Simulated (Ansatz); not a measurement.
The parent structure is Si in the diamond structure (space group Fd-3m, No. 227; a = 5.470 Å).

Now apply this change: a hydrostatic pressure of 30 GPa.

The values are results of PBE, PAW, 420 eV (Ansatz, a first-principles code; no SOC), earlier PAW set, not measurements.

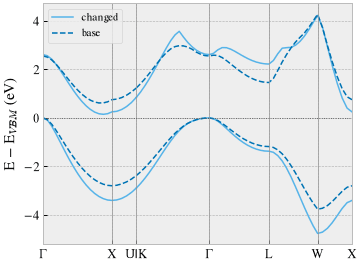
Fig. 1. Highest valence and lowest conduction band along the path, each from its own valence-band maximum

Q: From the figure, how large is the changed gap, and is it direct?

A: About 0.1 eV, indirect, Γ → Γ–X (88 % along).

Load acts through the strain it causes; cell and atoms are relaxed under it. Whether these cells are dynamically stable was not tested. Measured, Si leaves this structure (for the β-tin structure) near 12 GPa (room temperature; as listed in arXiv:1906.07825).
